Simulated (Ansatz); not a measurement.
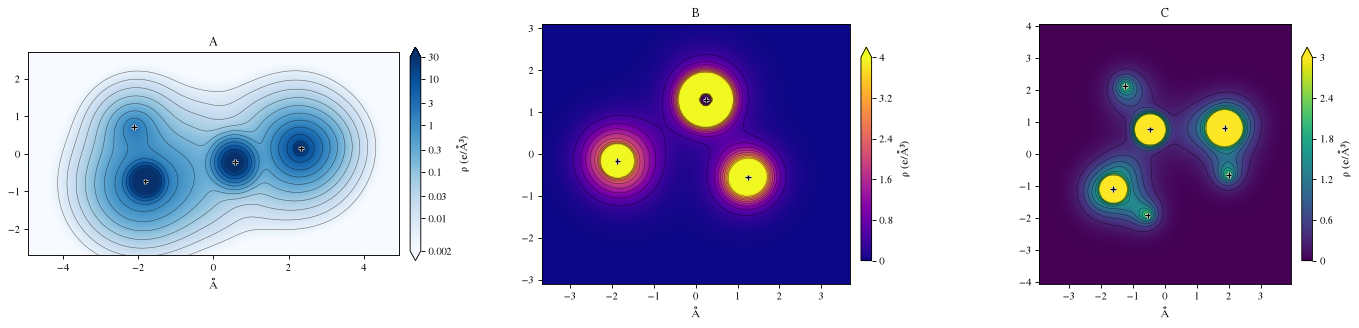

The electron density of 3 systems, each on a plane through atoms (crosses mark nuclei in the plane).

Theory: Ansatz, isolated molecule in a Gaussian basis; Kohn-Sham density functional theory, functional PBE0.

System 1: ClHLiOSb, the plane of atoms Cl1, Sb4 and O3. Geometry: B3LYP-D4/def2-TZVP; core potentials replace the inner electrons of Sb.

```csv
atom,x (Å),y (Å),z (Å)
Cl,-0.9395,1.8902,-1.2564
Li,-0.2637,-0.2863,-1.2338
O,0.3357,-0.3888,0.4852
Sb,-1.3554,0.7598,1.0121
H,1.1329,0.0118,0.8430
```

System 2: AlH₃SSe, the molecular plane. Geometry: B3LYP-D3(BJ)/def2-SVP.

```xyz
6

Al    0.2721    0.0803   -0.7239
S    -0.8519   -1.7839   -0.4619
Se   -0.7586    2.1294   -1.1048
H     1.8425    0.0251   -0.6505
H    -2.1211    1.5620   -1.0680
H    -2.0765   -1.2250   -0.6039
```

System 3: H₂MgOSe (SMILES [OH][Mg][SeH]), the plane of atoms Mg1, Se3 and H5. Geometry: B3LYP/6-31G*.

```tsv
atom	x (Å)	y (Å)	z (Å)
Mg	-1.1945	-1.3242	1.1351
O	-2.0453	-2.9074	1.1826
Se	-0.0999	0.8406	1.0090
H	-1.8106	-3.7358	1.6120
H	-0.8483	1.2807	2.2144
```

Match each panel to its system.

Answer. Panel A is system 3, H₂MgOSe: the plane holds Mg, O, Se and H. Mg–O (1.80 Å): ρ is about 0.63 e/Å³ halfway. Panel B is system 1, ClHLiOSb: the plane holds Cl, O and Sb. Sb–O (2.11 Å): ρ is about 0.61 e/Å³ halfway. Panel C is system 2, AlH₃SSe: the plane holds Al, S, Se and H. Al–S (2.19 Å): ρ at the midpoint is about 0.67 e/Å³.
